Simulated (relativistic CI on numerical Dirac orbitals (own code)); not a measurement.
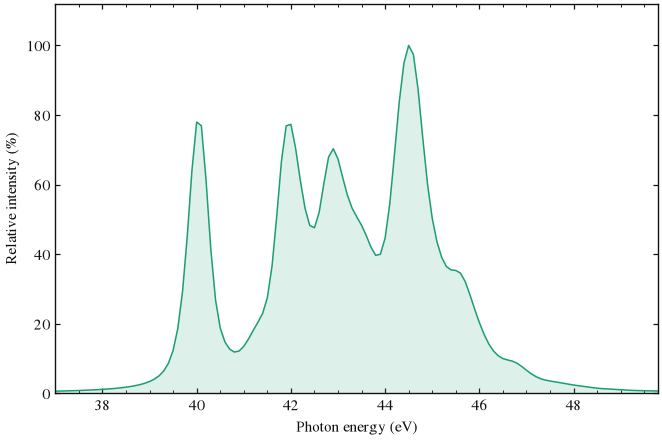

Computed core-level spectrum (absorption) of an ion of charge +3 in a field of D3d symmetry with 10Dq = 25,000, Dσ = 840, Dτ = 200 cm⁻¹. Multiplet model: relativistic Dirac–Coulomb–Breit theory, one configuration a step, Slater integrals scaled by 0.8, 80 K, Voigt broadening (Lorentzian 0.3 eV, Gaussian 0.3 eV full widths), computed with a radial Dirac CI code.

Which element and which edge or line is it?

N₆,₇ X-ray absorption of Re³⁺, initial configuration [Xe] 4f¹⁴ 5d⁴. The main maxima lie at 40.0 eV (78), 42.0 eV (77), 42.9 eV (70) and 44.5 eV (100), heights in % of the largest; the centroid is at 43.1 eV. The ground state has S = 1.05.

Caveat: free-ion energies, so absolute edge positions are off by a few eV from solids.
